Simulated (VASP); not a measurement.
Band structure of Cd₂TeSe (space group P-4m2). All values below come from HSE06 screened hybrid, VASP's PBE PAW potentials (set 64) (plane waves; VASP).

Unless said otherwise, spin-orbit coupling is left out, though it shifts the bands of the heavy elements here.

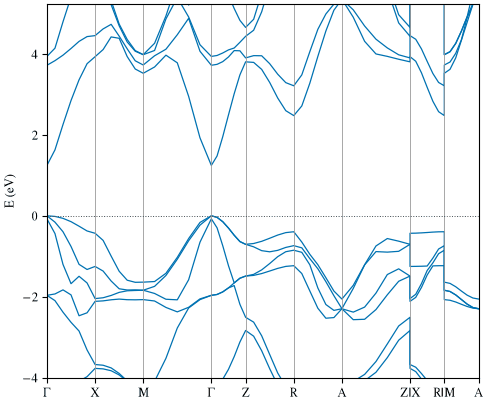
Fig. 1. Bands along high-symmetry lines, zero at the valence-band maximum or, without a gap, the Fermi level

Q: Read the plot: is there a gap, and where are the band edges?

A: The gap is direct, 1.25 eV, from the valence maximum at Γ to the conduction minimum at Γ.

The structure comes from a computed database's Cd2TeSe entry (P-4m2); how it stands against other phases isn't given here. It was relaxed first. The cell's shape comes from a PBE relaxation.
